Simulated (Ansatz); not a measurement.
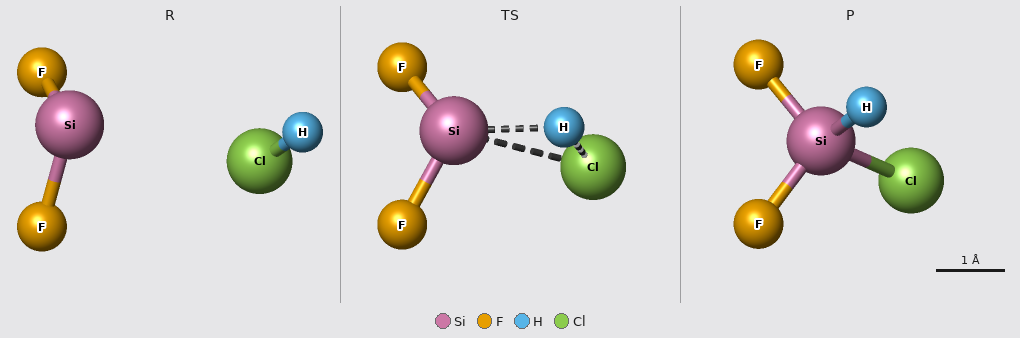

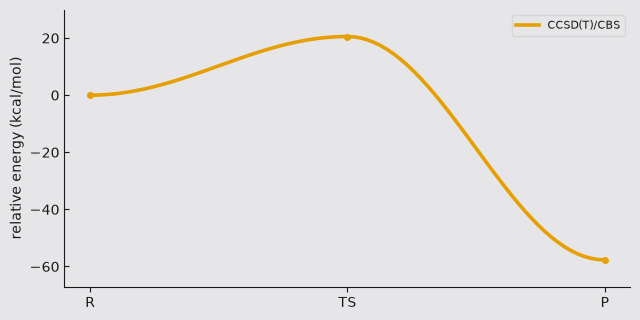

A reaction step of SiHClF2, with its energy diagram. A ball-and-stick model, seen at a tilt. Dashed sticks mark bonds that form or break.

Stationary points at PBE0-D4/def2-TZVP, single-point energies with CCSD(T)/CBS (def2-TZVPP where no basis is named; Ansatz 0.2.0). The energies are electronic, without zero-point or thermal terms, and both ends are the relaxed geometries reached downhill from the saddle, with any fragments still in contact. CCSD(T)/CBS stands for a frozen-core estimate: MP2 correlation extrapolated from def2-TZVPP and def2-QZVPP, CCSD(T) minus MP2 from the smaller set.

Describe the step and its energetics.

Answer. Counted by bonded pieces, R holds HCl + SiF₂ and P holds SiHClF₂. From R over the saddle to P, bonds form: H–Si (3.45 → 1.63 → 1.46 Å), Cl–Si (3.13 → 2.49 → 2.02 Å). A bond breaks: Cl–H (1.28 → 1.59 → 2.90 Å). The saddle has one imaginary mode, 976i cm⁻¹. The end R keeps a soft imaginary mode of 23i cm⁻¹, so it isn't quite a minimum. With CCSD(T)/CBS the barrier is 20.5 kcal/mol from R and 78.2 kcal/mol from P, and P lies 57.7 kcal/mol below R.
